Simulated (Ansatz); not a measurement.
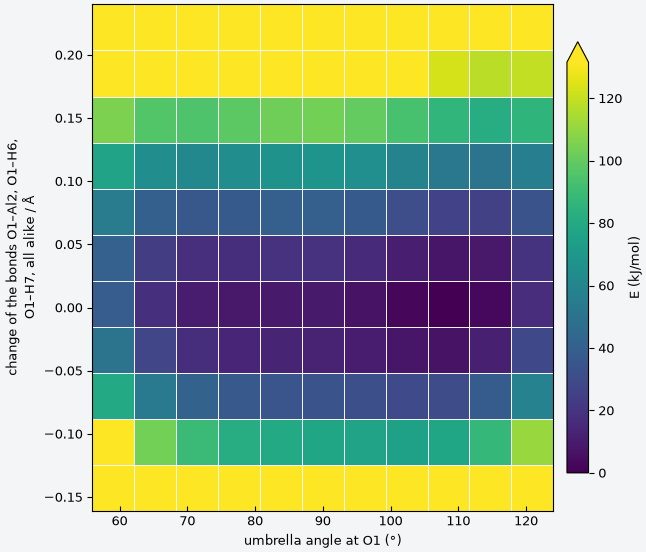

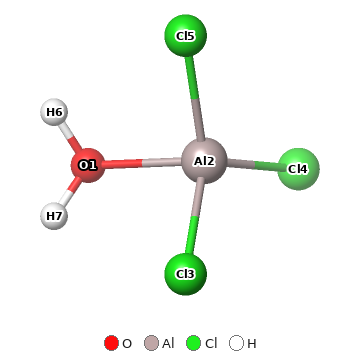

Energy landscape of AlCl₃H₂O, SMILES [OH2+][Al-]([Cl])([Cl])[Cl]. The first coordinate is: umbrella angle at O1 (between each of its bonds and their common axis; 90 is planar); the second: change of the bonds O1–Al2, O1–H6, O1–H7, all alike. Nothing is relaxed (all other coordinates rigid). Grid: 11 × 11 points. Points are written as (first, second). Energies are in kJ/mol, from the lowest grid point. Theory: RKS B3LYP-D4/def2-SVP (Ansatz 0.2.0).

Drawn: one coloured cell a grid point, one colour for all values above the top of the scale. The second picture is the structure at the lowest point.

Q: Where are the wells?

A: The lowest grid point is at (108.6°, 0.003 Å). The highest grid point, (59.1°, −0.143 Å), lies 213 kJ/mol above the lowest.

Time for the 121 points that were run: 9.2 min on 1 thread of Arm Neoverse V2 (shared host).
